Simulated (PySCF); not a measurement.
**C₅H₁₄BNO: density, localisation and related maps**

```xyz
22

C    -3.4512   -0.2342    0.9707
C    -2.3286   -0.8947    0.7260
B    -1.1291   -0.5090   -0.2520
N    -1.5141    0.9333   -0.9374
C     0.2547   -0.2423    0.5764
C     1.4938   -0.1161   -0.2998
O     2.6110    0.2139    0.5046
C     3.8175    0.2396   -0.2017
H    -3.7046    0.7057    0.4960
H    -4.2010   -0.5904    1.6624
H    -2.1996   -1.8281    1.2647
H    -0.9990   -1.2812   -1.1517
H    -2.3582    0.8290   -1.4895
H    -1.6748    1.5860   -0.1771
H    -0.7430    1.2493   -1.5146
H     0.1881    0.6625    1.1864
H     0.4394   -1.0587    1.2743
H     1.3681    0.6688   -1.0706
H     1.6812   -1.0630   -0.8279
H     3.8044    1.0003   -0.9959
H     4.5993    0.4827    0.5157
H     4.0352   -0.7342   -0.6607
```

Geometry: GFN2-xTB.

Method: PBE0/pcSseg-1, SCF density, gas phase, non-relativistic in PySCF.

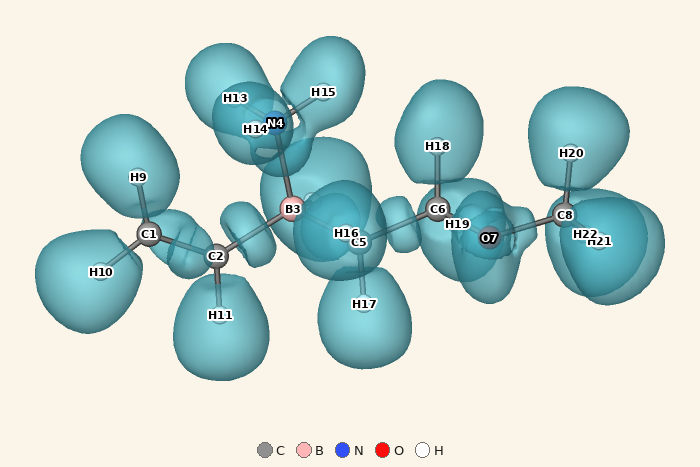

Figure 1. Isosurface of the ELF at 0.75 (cyan), seen across its widest extent. Core shells and regions of very low density are left out.

What do the ELF domains correspond to?

The surface consists of two regions between bonded B–C atoms (shared pairs), two regions between bonded C–C atoms (shared pairs), eleven regions around hydrogen nuclei, one region on O in which the atom's valence shell and bonds are merged and one joined region spread over several atoms (H, N), in which their bonds and any lone pairs are merged. Along the contacts the grid gives the following. C–C (1.33 Å): the ELF peaks at about 0.90 between the atoms; a short, multiple covalent bond. C–O (1.40 Å): the ELF peaks at about 0.90 between the atoms, as expected for a polar covalent bond.

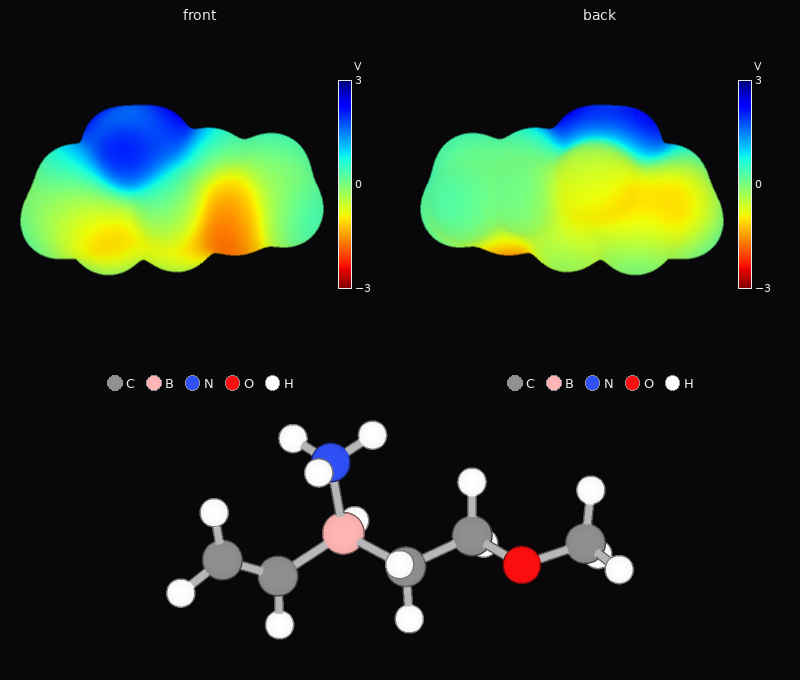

Figure 2. The electrostatic potential painted on the density surface at 0.001 e/bohr³, seen from the front and from behind; red is negative and blue positive. The bare structure is drawn below in the same view.

Where is the surface potential most negative and most positive?

The most negative region (about −1.7 V) lies over O7, the most positive (about +2.2 V) over H13 and H15. O7 is the likeliest acceptor of a hydrogen bond.

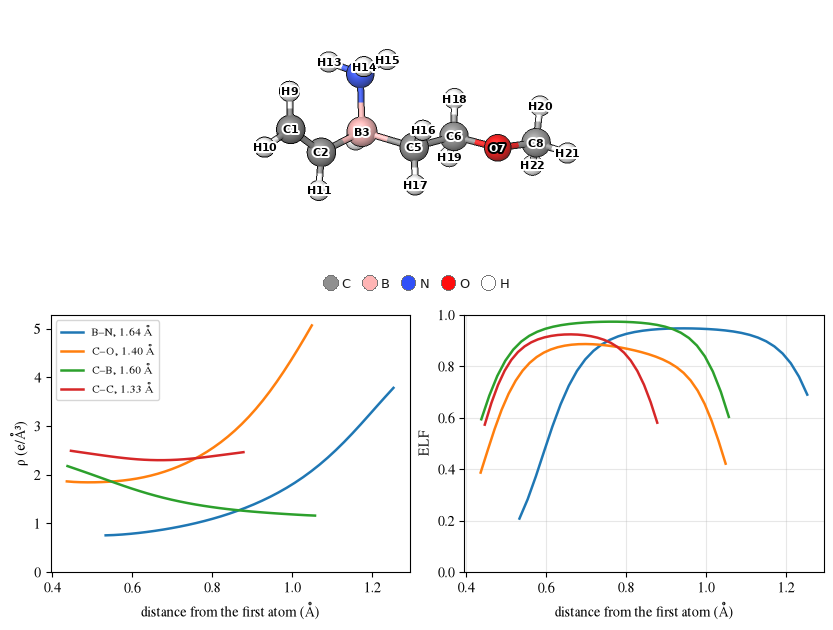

Figure 3. Total electron density and ELF along straight lines between neighbouring atoms. The curves leave out the atomic cores. The structure is drawn too.

What can be read from the curves?

B–N (1.64 Å): ρ at the midpoint is about 1.1 e/Å³; the ELF peaks at about 0.95 between the atoms; a polar covalent bond.
C–O (1.40 Å): the density is about 2.1 e/Å³ at the midpoint, with its minimum of 1.8 e/Å³ about 0.5 Å from C; the ELF peaks at about 0.90 between the atoms (a polar covalent bond).
C–B (1.60 Å): the density is about 1.3 e/Å³ at the midpoint; the ELF peaks at about 1 between the atoms: a covalent bond.
C–C (1.33 Å): ρ at the midpoint is about 2.3 e/Å³; the ELF peaks at about 0.90 between the atoms (a short, multiple covalent bond).
